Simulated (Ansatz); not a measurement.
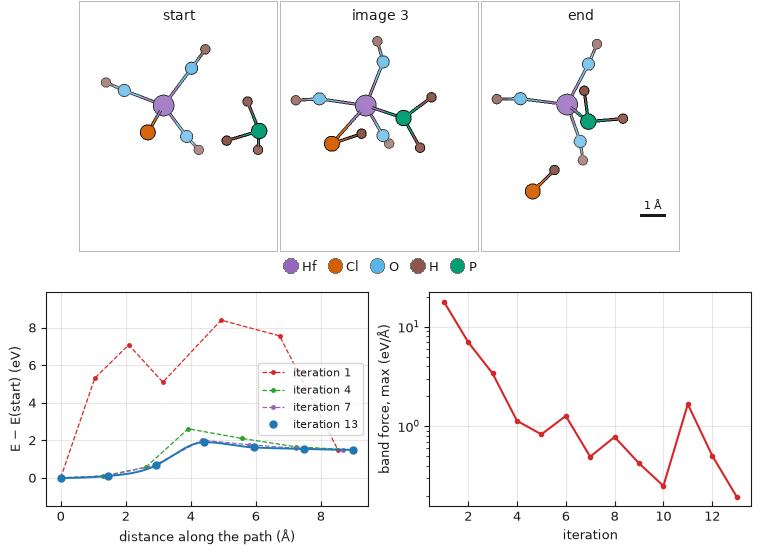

A nudged-elastic-band calculation for HfPH6O3Cl, made up at the start of HfH$_{3}$O$_{3}$Cl and PH3. Images are numbered from 0 (start) to 6 (end). The plot follows the band through its iterations. A ball-and-stick model, seen at a tilt.

The calculation used RKS B3LYP/def2-SVP (Ansatz). Run with 5 movable images; climbing image; force threshold 0.2 eV/Å; iteration limit 60; starting path through a guess of the saddle point.

### Did the band converge, and can the barrier be trusted?

The run met only a loose threshold, so the barrier can't be trusted yet. The band converged in 13 iterations. The largest component of the band force went from 18 to 0.2 eV/Å. The climbing image converged on the top of the path. Its curvatures weren't checked. The force threshold is so loose that the height of the top is at best an upper bound. The first iteration put the highest image at 8.40 eV. The energy climbs by 1.90 eV to image 3 and then falls by 0.41 eV, so the end point sits at +1.49 eV.

Limits of the set-up: the start holds two separate molecules, 3.0 Å apart at their closest, whose relative position is a soft coordinate and is computed without a dispersion correction.

Cost: 3.7 min on 4 threads of Arm Neoverse V1, with other jobs on the host, peak memory 0.45 GiB.
